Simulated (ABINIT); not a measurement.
**Beyond one shot: CsH (Fm-3m)**

Aim: iterate the self-energy on CsH (Fm-3m) and follow the gap from cycle to cycle.

Program: ABINIT 10.8.3. Level of theory: LDA and many-body steps on it, plane waves. Results are calculated unless marked as measured.

The database entry behind the starting cell differs from later determinations by our own check (0.1 to 0.3 % short, probably kX units), so it need not match the best structure at ambient conditions.

## Step 1: The structure

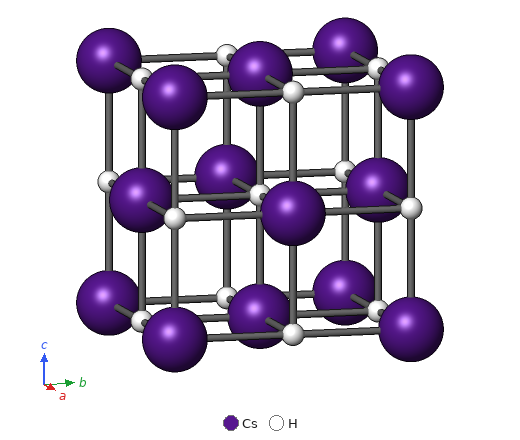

The starting structure, seen slightly off an axis (caesium purple, hydrogen white). This picture shows the conventional cell, with its axes. Some periodic images of atoms are drawn too.

The cell and positions come from the Crystallography Open Database and are kept as given unless a step says otherwise. Spin-orbit coupling is left out unless a step names it.

## Step 2: Empty states on the mesh, 4×4×4 mesh, 51 bands

This step: ABINIT 10.8.3; DFT, LDA, plane waves, norm-conserving pseudopotentials.

The sums over transitions need many empty states on a uniform mesh; this step solves for them.

Input file run.abi:

```
acell 3*1.0 Angstrom
rprim 
  -0.000000000000 3.188000000000 3.188000000000
  3.188000000000 -0.000000000000 3.188000000000
  3.188000000000 3.188000000000 -0.000000000000
ntypat 2
znucl 55 1
natom 2
typat 1 2
xred 
  0.000000000000 0.000000000000 0.000000000000
  0.500000000000 0.500000000000 0.500000000000
pp_dirpath "pseudos"
pseudos "Cs.upf, H.upf"
ecut 31
ngkpt 4 4 4
nshiftk 1
shiftk 0 0 0
kptopt 1
chksymbreak 0
iscf -2
irdden 1
istwfk *1
nband 51
nbdbuf 4
tolwfr 1e-09
nstep 60
prtvol 0
indata_prefix "in"
outdata_prefix "out"
tmpdata_prefix "tmp"
```

On the command line:

```
OMP_NUM_THREADS=1 mpirun -n 4 abinit run.abi > log
```

Numbers of over 12 decimals in the logs are rounded to 6 here.

What it wrote:

```text
.Version 10.8.3 of ABINIT. v10.8.2 released Aug 2026.

 Symmetries : space group Fm -3 m (#225); Bravais cF (face-center cubic)
[... echo of the input left out ...]
== DATASET  1 ==================================================================
-   mpi_nproc: 4, omp_nthreads: 1 (-1 if OMP is not activated)

--- !DatasetInfo
iteration_state: {dtset: 1, }
dimensions: {natom: 2, nkpt: 8, mband: 51, nsppol: 1, nspinor: 1, nspden: 1, mpw: 3647, }
cutoff_energies: {ecut:  31.0, pawecutdg:  -1.0, }
[...]
1.07738    1.07738    1.15030    1.15030    1.16195    1.19516    1.19516    1.19516
   1.24777    1.24777    1.24777    1.33374    1.33374    1.33374    1.40700    1.40700
   1.40700    1.41736    1.41875
 prteigrs : prtvol=0 or 1, do not print more k-points.

== END DATASET(S) ==============================================================
================================================================================

 -outvars: echo values of variables after computation  --------
            nband          51
             nkpt           8
          spgroup         225
 [... the other variables as echoed above ...]

 Calculation completed.
```

Run time: 21 s. Hardware: 4 MPI ranks of Arm Neoverse N1, shared host; peak memory 0.28 GiB.

This step gave:

```
gap                                                           : 1.956 eV
k of the valence top                                          : 0.5, 0, 0
k of the conduction bottom                                    : 0.5, 0, 0
least direct gap                                              : 1.956 eV
k points computed                                             : 8
lowest point of the top converged band, above the valence top : 33.25 eV
```

On this mesh the gap is 1.956 eV.

The density comes from a self-consistent run that is not shown.

## Step 3: Screening, 4×4×4 mesh, 47 bands, screening to 106.1 eV

The RPA dielectric matrix is built and inverted for each q.

This step: RPA screening on LDA, plane waves, norm-conserving pseudopotentials.

Edit run.abi of step 2 so:

```diff
@@ -20,10 +20,11 @@
 chksymbreak 0
-iscf -2
-irdden 1
 istwfk *1
-nband 51
-nbdbuf 4
-tolwfr 1e-09
-nstep 60
-prtvol 0
+occopt 1
+irdwfk 1
+optdriver 3
+nband 47
+ecuteps 3.9
+inclvkb 2
+awtr 1
+symchi 1
 indata_prefix "in"
```

What it wrote:

```text
.Version 10.8.3 of ABINIT. v10.8.2 released Aug 2026.

 Symmetries : space group Fm -3 m (#225); Bravais cF (face-center cubic)
[... echo of the input left out ...]
== DATASET  1 ==================================================================
-   mpi_nproc: 4, omp_nthreads: 1 (-1 if OMP is not activated)

--- !DatasetInfo
iteration_state: {dtset: 1, }
dimensions: {natom: 2, nkpt: 8, mband: 47, nsppol: 1, nspinor: 1, nspden: 1, mpw: 3647, }
cutoff_energies: {ecut:  31.0, pawecutdg:  -1.0, }
electrons: {nelect:   1.00000000E+01, charge:   0.00000000E+00, occopt:   1.00000000E+00, tsmear:   1.00000000E-02, }

 SCREENING: Calculation of the susceptibility and dielectric matrices

 Based on a program developped by R.W. Godby, V. Olevano, G. Onida, and L. Reining.
 Incorporated in ABINIT by V. Olevano, G.-M. Rignanese, and M. Torrent.
.Using double precision arithmetic ; gwpc =  8

[... cell and pseudopotentials left out ...]
--------------------------------------------------------------------------------

 ==== K-mesh for the wavefunctions ====
 Number of points in the irreducible wedge :     8
[... list of points left out ...]
 Together with 48 symmetry operations and time-reversal symmetry
 yields    64 points in the full Brillouin Zone.

 ==== Q-mesh for the screening function ====
 Number of points in the irreducible wedge :     8
[... list of points left out ...]
 Together with 48 symmetry operations and time-reversal symmetry
 yields    64 points in the full Brillouin Zone.

 setmesh: FFT mesh size selected  =    30x   30x   30
          total number of points  =        27000

 vcoul_init : cutoff-mode = AUXILIARY_FUNCTION
 q-points for optical limit:   1
     1)      0.000010    0.000020    0.000030

- screening: taking advantage of time-reversal symmetry
- Maximum band index for partially occupied states nbvw = 5
- Remaining bands to be divided among processors   nbcw = 42
- Number of bands treated by each node ~10

 Number of electrons calculated from density =   10.0000; Expected =   10.0000
 average of density, n =  0.022867
 r_s =    2.1856
 omega_plasma =   14.5870 [eV]

 calculating chi0 at frequencies [eV] :
  1    0.000000E+00    0.000000E+00
  2    0.000000E+00    1.458696E+01

--------------------------------------------------------------------------------
  q-point number  1        q = ( 0.000000, 0.000000, 0.000000) [r.l.u.]
--------------------------------------------------------------------------------
[... chi0 elements left out ...]
 For q-point:  0.000010 0.000020 0.000030
  dielectric constant =   3.2422
  dielectric constant without local fields =   3.7583

  Average fulfillment of the sum rule on Im[epsilon] for q-point    1 :     70.43  [%]
[... wings left out ...]
  q-point number  2        q = ( 0.250000, 0.000000, 0.000000) [r.l.u.]
--------------------------------------------------------------------------------
[... chi0 elements left out ...]
  Average fulfillment of the sum rule on Im[epsilon] for q-point    2 :     93.65  [%]

 [... 6 further q-points ...]
```

It took 12 s on 4 MPI ranks; peak memory 0.62 GiB.

Numbers from this step:

| Quantity | Value |
| --- | --- |
| ε∞ with local fields, on this mesh, along the program's q direction | 3.242 |
| the same without local fields | 3.758 |
| plasma frequency | 14.59 eV |
| plane waves in the screening matrix | 169 |

Local fields lower ε∞ by 14 %.

## Step 4: G0W0

The self-energy is evaluated for the states that the input lists, and the levels follow from it, in one-shot runs by the linearised quasiparticle equation.

This step: G0W0 on LDA, plane waves, norm-conserving pseudopotentials.

Edit run.abi of step 3 so:

```diff
@@ -23,8 +23,17 @@
 irdwfk 1
-optdriver 3
+optdriver 4
 nband 47
+gwcalctyp 0
+ecutsigx 31
+symsigma 1
+nkptgw 2
+kptgw 
+  0.5000000000 0.0000000000 0.0000000000
+  0.0000000000 0.0000000000 0.0000000000
+bdgw 
+  3 8
+  2 8
 ecuteps 3.9
-inclvkb 2
-awtr 1
-symchi 1
+irdscr 1
+ppmodel 1
 indata_prefix "in"
```

What it wrote:

```text
.Version 10.8.3 of ABINIT. v10.8.2 released Aug 2026.

 Symmetries : space group Fm -3 m (#225); Bravais cF (face-center cubic)
[... echo of the input left out ...]
== DATASET  1 ==================================================================
-   mpi_nproc: 4, omp_nthreads: 1 (-1 if OMP is not activated)

--- !DatasetInfo
iteration_state: {dtset: 1, }
dimensions: {natom: 2, nkpt: 8, mband: 47, nsppol: 1, nspinor: 1, nspden: 1, mpw: 3647, }
cutoff_energies: {ecut:  31.0, pawecutdg:  -1.0, }
electrons: {nelect:   1.00000000E+01, charge:   0.00000000E+00, occopt:   1.00000000E+00, tsmear:   1.00000000E-02, }

 SIGMA: Calculation of the GW corrections

 Based on a program developped by R.W. Godby, V. Olevano, G. Onida, and L. Reining.
 Incorporated in ABINIT by V. Olevano, G.-M. Rignanese, and M. Torrent.
.Using double precision arithmetic ; gwpc =  8

[... cell and pseudopotentials left out ...]
--------------------------------------------------------------------------------

 ==== K-mesh for the wavefunctions ====
 Number of points in the irreducible wedge :     8
[... list of points left out ...]
 Together with 48 symmetry operations and time-reversal symmetry
 yields    64 points in the full Brillouin Zone.

 ==== Q-mesh for screening function ====
 Number of points in the irreducible wedge :     8
[... list of points left out ...]
 Together with 48 symmetry operations and time-reversal symmetry
 yields    64 points in the full Brillouin Zone.

 vcoul_init : cutoff-mode = AUXILIARY_FUNCTION
 q-points for optical limit:   1
     1)      0.000010    0.000020    0.000030
 setmesh: FFT mesh size selected  =    45x   45x   45
          total number of points  =        91125

 Number of electrons calculated from density =   10.0000; Expected =   10.0000
 average of density, n =  0.022867
 r_s =    2.1856
 omega_plasma =   14.5870 [eV]

 === KS Band Gaps ===
  >>>> For spin  1
   Minimum direct gap =   1.9563 [eV], located at k-point      :   0.5000  0.0000  0.0000
   Fundamental gap    =   1.9563 [eV], Top of valence bands at :   0.5000  0.0000  0.0000
                                       Bottom of conduction at :   0.5000  0.0000  0.0000
 SIGMA fundamental parameters:
 PLASMON POLE MODEL  1
 number of plane-waves for SigmaX                 3647
 number of plane-waves for SigmaC and W            169
 number of plane-waves for wavefunctions          3647
 number of bands                                    47
 number of independent spin polarizations            1
 number of spinorial components                      1
 number of k-points in IBZ                           8
 number of q-points in IBZ                           8
 number of symmetry operations                      48
 number of k-points in BZ                           64
 number of q-points in BZ                           64
 number of frequencies for dSigma/dE                 9
 frequency step for dSigma/dE [eV]                0.25
 number of omega for Sigma on real axis              0
 max omega for Sigma on real axis  [eV]           0.00
 zcut for avoiding poles [eV]                     0.10

 EPSILON^-1 parameters (SCR file):
 dimension of the eps^-1 matrix on file            169
 dimension of the eps^-1 matrix used               169
 number of plane-waves for wavefunctions          3647
 number of bands                                    47
 number of q-points in IBZ                           8
 number of frequencies                               2
 number of real frequencies                          1
 number of imag frequencies                          1

 matrix elements of self-energy operator (all in [eV])

 Perturbative Calculation

--- !SelfEnergy_ee
iteration_state: {dtset: 1, }
kpoint     : [   0.500,    0.000,    0.000, ]
spin       : 1
KS_gap     :    1.956
QP_gap     :    4.019
Delta_QP_KS:    2.063
data: !SigmaeeData |
     Band     E0 <VxcDFT>   SigX SigC(E0)      Z dSigC/dE  Sig(E)    E-E0       E
        3  -6.239 -12.949 -17.428   2.583   0.782  -0.278 -14.432  -1.484  -7.723
        4  -6.239 -12.949 -17.428   2.583   0.782  -0.278 -14.432  -1.484  -7.723
        5   1.748 -10.145 -13.340   1.751   0.776  -0.289 -11.265  -1.121   0.627
        6   3.704  -6.808  -2.820  -2.856   0.833  -0.201  -5.866   0.942   4.646
        7   6.327  -8.086  -3.583  -3.019   0.823  -0.216  -6.865   1.221   7.548
        8   6.327  -8.086  -3.583  -3.019   0.823  -0.216  -6.865   1.221   7.548

--- !SelfEnergy_ee
iteration_state: {dtset: 1, }
kpoint     : [   0.000,    0.000,    0.000, ]
spin       : 1
KS_gap     :    6.878
QP_gap     :    9.324
Delta_QP_KS:    2.446
data: !SigmaeeData |
     Band     E0 <VxcDFT>   SigX SigC(E0)      Z dSigC/dE  Sig(E)    E-E0       E
[...]
6   6.764  -8.085  -3.323  -3.207   0.818  -0.223  -6.814   1.271   8.036
        7   6.764  -8.085  -3.323  -3.207   0.818  -0.223  -6.814   1.271   8.036
        8   6.764  -8.085  -3.323  -3.207   0.818  -0.223  -6.814   1.271   8.036

== END DATASET(S) ==============================================================
================================================================================

 -outvars: echo values of variables after computation  --------
           etotal      0.0000000000E+00
            nband          47
             nkpt           8
          spgroup         225
 [... the other variables as echoed above ...]

 Calculation completed.
```

Run time: 8.8 s. Hardware: 4 MPI ranks; peak memory 0.57 GiB.

Numbers from this step:

| Item | Value |
| --- | --- |
| G0W0 gap on the points computed | 4.019 eV |
| starting gap on the mesh | 1.956 eV |
| k of the valence top | 0.5, 0, 0 |
| k of the conduction bottom | 0.5, 0, 0 |
| Z at the valence top | 0.776 |
| Z at the conduction bottom | 0.833 |
| least direct G0W0 gap on the computed points | 4.019 eV |

The gap on the mesh goes from 1.96 eV to 4.02 eV, a correction of +2.06 eV.

## Step 5: evGW0, cycle 1

This step: evGW0 on LDA, plane waves, norm-conserving pseudopotentials.

Edit run.abi of step 4 so:

```diff
@@ -25,12 +25,24 @@
 nband 47
-gwcalctyp 0
+gwcalctyp 10
 ecutsigx 31
 symsigma 1
-nkptgw 2
+nkptgw 8
 kptgw 
+  0.0000000000 0.0000000000 0.0000000000
+  0.2500000000 0.0000000000 0.0000000000
   0.5000000000 0.0000000000 0.0000000000
-  0.0000000000 0.0000000000 0.0000000000
+  0.2500000000 0.2500000000 0.0000000000
+  0.5000000000 0.2500000000 0.0000000000
+  -0.2500000000 0.2500000000 0.0000000000
+  0.5000000000 0.5000000000 0.0000000000
+  -0.2500000000 0.5000000000 0.2500000000
 bdgw 
-  3 8
-  2 8
+  1 9
+  1 9
+  1 9
+  1 9
+  1 9
+  1 9
+  1 9
+  1 9
 ecuteps 3.9
```

What it wrote:

```text
.Version 10.8.3 of ABINIT. v10.8.2 released Aug 2026.

 Symmetries : space group Fm -3 m (#225); Bravais cF (face-center cubic)
[... echo of the input left out ...]
== DATASET  1 ==================================================================
-   mpi_nproc: 4, omp_nthreads: 1 (-1 if OMP is not activated)

--- !DatasetInfo
iteration_state: {dtset: 1, }
dimensions: {natom: 2, nkpt: 8, mband: 47, nsppol: 1, nspinor: 1, nspden: 1, mpw: 3647, }
cutoff_energies: {ecut:  31.0, pawecutdg:  -1.0, }
electrons: {nelect:   1.00000000E+01, charge:   0.00000000E+00, occopt:   1.00000000E+00, tsmear:   1.00000000E-02, }

 SIGMA: Calculation of the GW corrections

 Based on a program developped by R.W. Godby, V. Olevano, G. Onida, and L. Reining.
 Incorporated in ABINIT by V. Olevano, G.-M. Rignanese, and M. Torrent.
.Using double precision arithmetic ; gwpc =  8

[... cell and pseudopotentials left out ...]
--------------------------------------------------------------------------------

 ==== K-mesh for the wavefunctions ====
 Number of points in the irreducible wedge :     8
[... list of points left out ...]
 Together with 48 symmetry operations and time-reversal symmetry
 yields    64 points in the full Brillouin Zone.

 ==== Q-mesh for screening function ====
 Number of points in the irreducible wedge :     8
[... list of points left out ...]
 Together with 48 symmetry operations and time-reversal symmetry
 yields    64 points in the full Brillouin Zone.

 vcoul_init : cutoff-mode = AUXILIARY_FUNCTION
 q-points for optical limit:   1
     1)      0.000010    0.000020    0.000030
 setmesh: FFT mesh size selected  =    45x   45x   45
          total number of points  =        91125

 Number of electrons calculated from density =   10.0000; Expected =   10.0000
[...]
QP_gap     :    6.315
Delta_QP_KS:    2.227
data: !SigmaeeData |
     Band     E_DFT   <VxcDFT>   E(N-1)  <Hhartree>   SigX  SigC[E(N-1)]    Z     dSigC/dE  Sig[E(N)]  DeltaE  E(N)_pert E(N)_diago
[...]
--- !SelfEnergy_ee
iteration_state: {dtset: 1, }
kpoint     : [  -0.250,    0.500,    0.250, ]
spin       : 1
KS_gap     :    4.665
QP_gap     :    6.861
Delta_QP_KS:    2.195
data: !SigmaeeData |
     Band     E_DFT   <VxcDFT>   E(N-1)  <Hhartree>   SigX  SigC[E(N-1)]    Z     dSigC/dE  Sig[E(N)]  DeltaE  E(N)_pert E(N)_diago
[...]
8     6.696    -7.694     6.696    14.390    -3.180    -3.084     0.823    -0.215    -6.517     1.177     7.873     8.126
        9    10.011   -10.229    10.011    20.240    -4.952    -3.463     0.786    -0.272    -8.803     1.426    11.437    11.825

 New Fermi energy :        9.443222E-02 Ha ,    2.569632E+00 eV
 New Exchange energy :    -3.204620E+00 Ha ,   -8.720214E+01 eV

 === QP Band Gaps ===
  >>>> For spin  1
   Minimum direct gap =   4.5322 [eV], located at k-point      :   0.5000  0.0000  0.0000
   Fundamental gap    =   4.5322 [eV], Top of valence bands at :   0.5000  0.0000  0.0000
                                       Bottom of conduction at :   0.5000  0.0000  0.0000

 writing QP data on file : out_QPS

 Convergence of QP corrections
 >>>>> For spin  1 <<<<<
.  kptgw no:  1; Maximum DeltaE = (  -1.480   0.001) for band index:  4
.  kptgw no:  2; Maximum DeltaE = (  -1.483   0.002) for band index:  2
.  kptgw no:  3; Maximum DeltaE = (  -1.496   0.001) for band index:  2
[...]
.  kptgw no:  7; Maximum DeltaE = (  -1.507   0.000) for band index:  2
.  kptgw no:  8; Maximum DeltaE = (  -1.499  -0.000) for band index:  3

== END DATASET(S) ==============================================================
================================================================================

 -outvars: echo values of variables after computation  --------
           etotal      0.0000000000E+00
            nband          47
             nkpt           8
          spgroup         225
 [... the other variables as echoed above ...]

 Calculation completed.
```

Wall time 57 s (4 MPI ranks); peak memory 1 GiB.

Numbers from this step:

```yaml
quasiparticle_gap_on_the_mesh: 4.532 eV
gap_of_the_density_functional_on_the_mesh: 1.956 eV
k_of_the_valence_top: 0.5, 0, 0
k_of_the_conduction_bottom: 0.5, 0, 0
z_at_the_valence_top: 0.776
z_at_the_conduction_bottom: 0.833
least_direct_quasiparticle_gap_on_the_computed_points: 4.532 eV
```

Against G0W0 in ABINIT (4×4×4 mesh, 47 bands, screening to 106.1 eV, Godby-Needs plasmon pole), the gap moves by +0.513 eV. This first cycle still uses the starting levels; it takes the full correction, at all points of the mesh, and its linearised value is 4.019 eV.

## Step 6: evGW0, cycle 2

The corrected levels of the last cycle go back in.

Edit run.abi of step 5 so:

```diff
@@ -50,2 +50,3 @@
 ppmodel 1
+irdqps 1
 indata_prefix "in"
```

What it wrote:

```text
.Version 10.8.3 of ABINIT. v10.8.2 released Aug 2026.

 Symmetries : space group Fm -3 m (#225); Bravais cF (face-center cubic)
[... echo of the input left out ...]
== DATASET  1 ==================================================================
-   mpi_nproc: 4, omp_nthreads: 1 (-1 if OMP is not activated)

--- !DatasetInfo
iteration_state: {dtset: 1, }
dimensions: {natom: 2, nkpt: 8, mband: 47, nsppol: 1, nspinor: 1, nspden: 1, mpw: 3647, }
cutoff_energies: {ecut:  31.0, pawecutdg:  -1.0, }
[...]
.  kptgw no:  3; Maximum DeltaE = (  -1.840   0.099) for band index:  1
[...]
.  kptgw no:  7; Maximum DeltaE = (  -2.144   0.107) for band index:  1
.  kptgw no:  8; Maximum DeltaE = (  -2.001   0.028) for band index:  1

== END DATASET(S) ==============================================================
================================================================================

 -outvars: echo values of variables after computation  --------
           etotal      0.0000000000E+00
            nband          47
             nkpt           8
          spgroup         225
 [... the other variables as echoed above ...]

 Calculation completed.
```

The job ended after 56 s (4 MPI ranks; peak memory 1 GiB; 3.7 min of CPU time).

This step gave:

```
quasiparticle gap on the mesh                         : 4.354 eV
gap of the density functional on the mesh             : 1.956 eV
k of the valence top                                  : 0.5, 0, 0
k of the conduction bottom                            : 0.5, 0, 0
least direct quasiparticle gap on the computed points : 4.354 eV
```

Against the cycle before, the gap moves by −0.178 eV.

(Part 1 of 3 ends here.)

[Paths, hosts, dates, memory and timing lines, banners, echoed tables and standing remarks are left out of the program output.]

[Logs are printed without paths, hosts, clocks, repeated set-up lines and the standing remarks that a program may print on its own settings, such as how far it seeks lower states.]

[Runs of the session that timed out or met a known fault of the program may be left out.]

[Hosts, paths, dates, database ids (printed as entryN), source tags and the programs' standing remarks are cut or masked in the printed files.]

[G0W0 gaps are taken among the corrected bands and points alone; a level outside them can change the order at an edge.]

[Where Ansatz stands beside ABINIT at settings called matched, ABINIT's density can come from a denser mesh and the files from another edition; pairs whose starting gaps differed by over 0.03 eV were left out, so agreement reads better than it is.]
